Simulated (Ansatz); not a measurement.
The crystal is CsPbCl3 (Pm-3m).

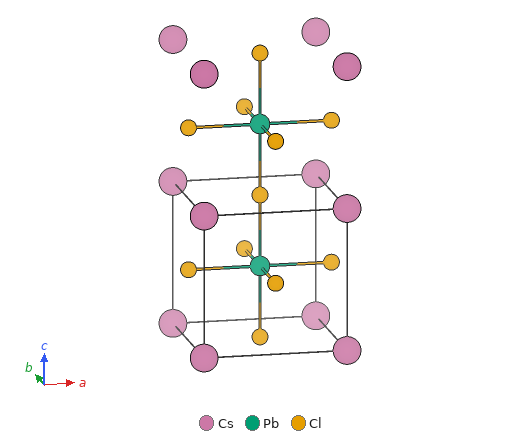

The structure (caesium pink, lead teal, chlorine orange). 1×1×2 cells are drawn. Some periodic images of atoms are drawn too.

```cif
data_structure
_symmetry_space_group_name_H-M 'P 1'
_symmetry_Int_Tables_number 1
_cell_length_a 5.6050
_cell_length_b 5.6050
_cell_length_c 5.6050
_cell_angle_alpha 90.000
_cell_angle_beta 90.000
_cell_angle_gamma 90.000
_cell_volume 176.09
loop_
_atom_site_label
_atom_site_type_symbol
_atom_site_fract_x
_atom_site_fract_y
_atom_site_fract_z
_atom_site_occupancy
Cs1 Cs 0.00000 0.00000 0.00000 1
Pb2 Pb 0.50000 0.50000 0.50000 1
Cl3 Cl 0.50000 0.50000 0.00000 1
Cl4 Cl 0.00000 0.50000 0.50000 1
Cl5 Cl 0.50000 0.00000 0.50000 1
```

The cell and positions come from the Crystallography Open Database and are kept as given unless a step says otherwise. Spin-orbit coupling is left out unless a run names it. PAW set soft_2, made with PBE.

Gaps computed with Ansatz 0.2.0 without a self-energy: LDA 1.73 eV, PBE 1.93 eV, PBE+SOC 0.70 eV and PBE0 3.25 eV. The mean ε∞ by PBE perturbation theory is 3.94.

Estimate the G0W0@PBE gap with 4×4×4 mesh, 965 empty bands, screening to 180 eV, default PAW files.

About 3.26 eV: on its mesh the run moves the gap from 1.93 eV by +1.33 eV. Among the scalar-relativistic levels given, PBE0 is nearest (−0.01 eV). One-shot corrections scale roughly with one over ε∞, here 0.25. Spin-orbit coupling is not in that value; its −1.23 eV at the PBE level would bring it to about 2.03 eV. Bands and cutoff are finite, so the gap is not at the basis limit. The miss can reach some tenths of an eV and take either sign; the mesh is an error of its own. Where an edge is built on 6p states of lead, bismuth or thallium, scalar-relativistic gaps usually stand too wide, by a few tenths to over one eV. This is the ideal cubic cell; many perovskites, halides above all, are cubic only on average, and local tilts or off-centring can widen the gap. The many-body steps are scalar-relativistic: spin-orbit coupling is not in them.

[Paths, hosts, dates, memory and timing lines, banners, echoed tables and standing remarks are left out of the program output.]

[Logs are printed without paths, hosts, clocks, repeated set-up lines and the standing remarks that a program may print on its own settings, such as how far it seeks lower states.]

[Runs of the session that timed out or met a known fault of the program may be left out.]

[Cells called generated may have been cut or substituted from an entry of the Crystallography Open Database or the Materials Project.]

[Hosts, paths, dates, database ids (printed as entryN), source tags and the programs' standing remarks are cut or masked in the printed files.]
